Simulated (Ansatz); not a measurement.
```yaml
atoms:
  - { symbol: Ge, position_ang: [-0.5018, -0.8053, 0.9398] }
  - { symbol: N, position_ang: [-0.1090, 0.2710, -0.6076] }
  - { symbol: P, position_ang: [0.7839, 1.0414, 0.5378] }
```

Geometry: r2SCAN-D4/def2-SVP.

Theory: isolated molecule in a Gaussian basis; Kohn-Sham density functional theory, functional PBE0 in Ansatz 0.2.0.

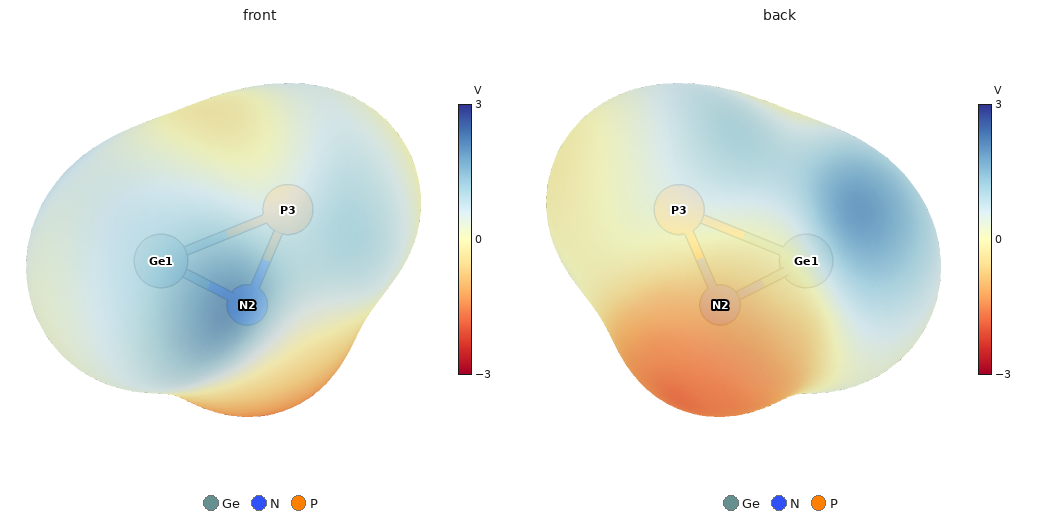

GeNP. The electrostatic potential painted on the density surface at 0.002 e/bohr³, seen from the front and from behind; the colour scale runs from red (negative) to blue (positive).

Question: Which sites attract a positive test charge, and which a negative one?

Answer: A positive charge is drawn to the negative regions and a negative charge to the positive ones. The most negative region (about −1.7 V, or −39 kcal/mol for a unit charge) lies over N2, the most positive (about +2.0 V, or +46 kcal/mol for a unit charge) over Ge1. N2 is the likeliest acceptor of a hydrogen bond.

Question: How polar is the molecule by this calculation?

Answer: Its dipole moment is 1.86 D.
